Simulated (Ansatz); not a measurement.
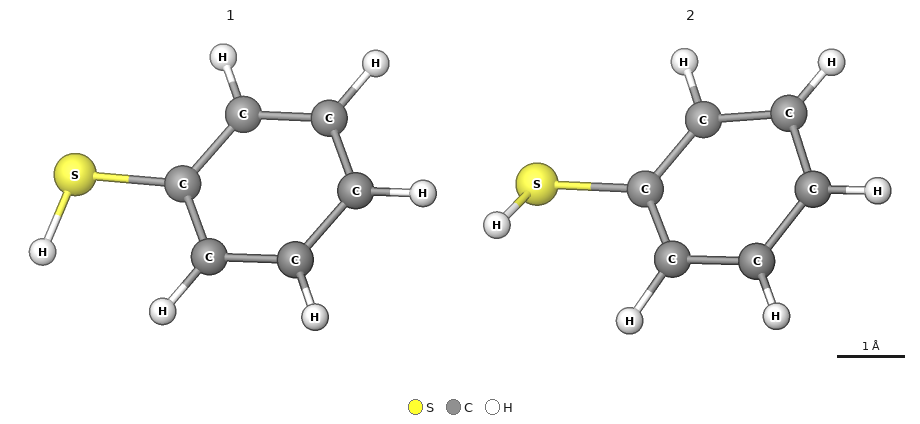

Two geometries of C6H6S (coarse preliminary run), drawn at one scale. One is the start of a relaxation, the other its converged end. A ball-and-stick model, seen at a tilt.

Level of theory: RKS PBE-D4/def2-SVP (Ansatz 0.2.0). Set-up: force threshold 0.03 eV/Å; at most 200 steps.

Q: Which one is relaxed?

A: Structure 1 is the relaxed one. The start comes from a force field. The largest move after the best rigid fit is that of an H atom, 0.54 Å. Largest moves by element: H 0.54 Å, S 0.21 Å, C 0.12 Å. Among the contacts that change: C–H 1.015 → 1.101 Å, C–C 1.454 → 1.404 Å, C–H 1.142 → 1.101 Å, C–H 1.060 → 1.101 Å. Among the angles between lasting bonds that change: C–C–C 113.8° → 120.6°, C–C–C 125.6° → 120.1°, C–C–H 124.5° → 119.3°. Groups turn about C–S by about 35°. After 8 accepted moves (11 points after the start) the energy has fallen by 12.1 kcal/mol. The largest force component goes from 6.1 to 0.014 eV/Å. The line search rejected the trial steps at points 6, 8, 10 of the run. The forces were under the threshold at step 5, but the run went on from there. The run took roughly 50 core-seconds on a shared host.
